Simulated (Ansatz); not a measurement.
Consider BH4NOSSi.

```xyz
9

N     0.3823    1.1394    1.2290
Si    0.1210   -0.1748    0.1843
S     2.0712   -0.8056   -0.4036
B    -1.5321   -0.7988   -0.5120
O    -0.8697    0.0753   -1.2869
H     1.1695    1.7700    1.1301
H    -0.3183    1.4661    1.8819
H     1.6496   -1.3559   -1.5628
H    -2.5851   -1.3621   -0.6771
```

Level of theory: UKS PBE0-D4/def2-SVP in Ansatz 0.2.0.

Q: What can the converged electron density and electron localisation function tell about the bonding?

A: B–O (1.34 Å): ρ at the midpoint is about 2.2 e/Å³; the ELF peaks at about 0.90 between the atoms; a shared but strongly polarised pair.
Si–O (1.79 Å): ρ is about 0.83 e/Å³ halfway; the ELF peaks at about 0.85 between the atoms (a polar covalent bond).
Si–B (1.90 Å): ρ at the midpoint is about 0.74 e/Å³; the ELF peaks at about 0.75 between the atoms.

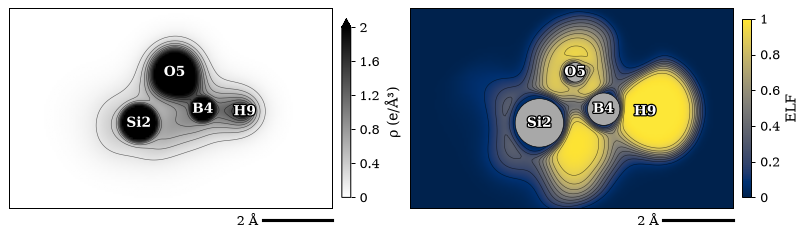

Computed electron density and electron localisation function on the plane of atoms Si2, B4 and H9, in this order. Grey discs cover the atomic cores in the ELF map. 
